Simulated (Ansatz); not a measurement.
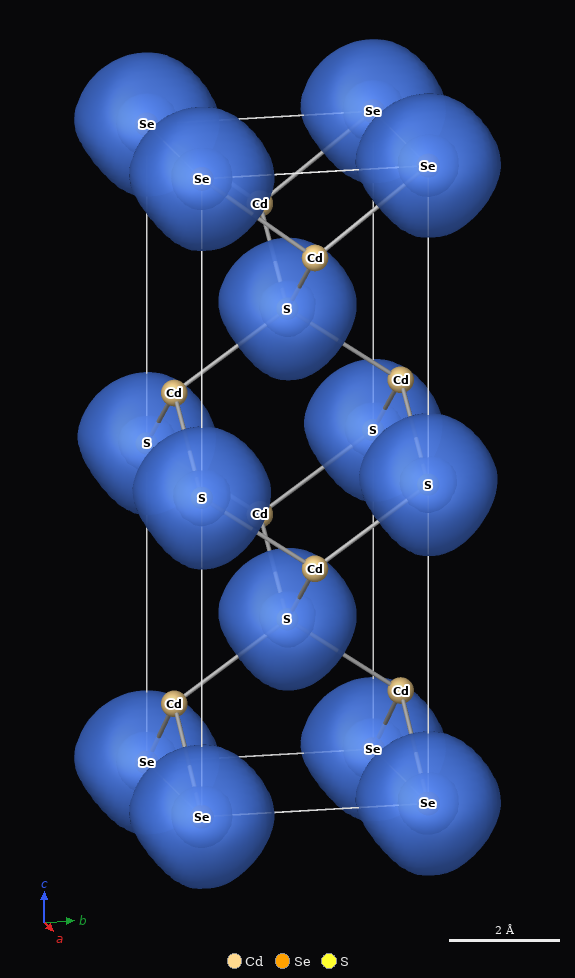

*Cd$_{4}$SeS$_{3}$. Isosurface of the electron localisation function at 0.65 (blue), seen slightly off an axis. Core shells and regions of very low density are left out. Sticks mark near contacts.*

Space group P-4m2; a structure generated by program, which may or may not match a known phase.

Theory: Ansatz 0.2.0, DFT PBE, scalar-relativistic, plane waves, PAW.

Describe the localisation domains.

The surface consists of three regions wrapped around S (the valence shell of each) and one region wrapped around Se (its valence shell), counted in one cell of 8 atoms. Regions shared between cells count once. Profiles from the grid: Cd–S (2.57 Å): the ELF peaks at about 0.90 in the valence shell of S, 0.8 Å from its nucleus, and is about 0.35 at the midpoint. Cd–Se (2.66 Å): the ELF is about 0.40 at the midpoint and 0.15 at its lowest between the atoms.

What Bader charges does the calculation give?

Electrons move from Cd towards Se and S. Bader charges: Cd +0.79 to +0.85, Se −0.73 and S −0.85 e.
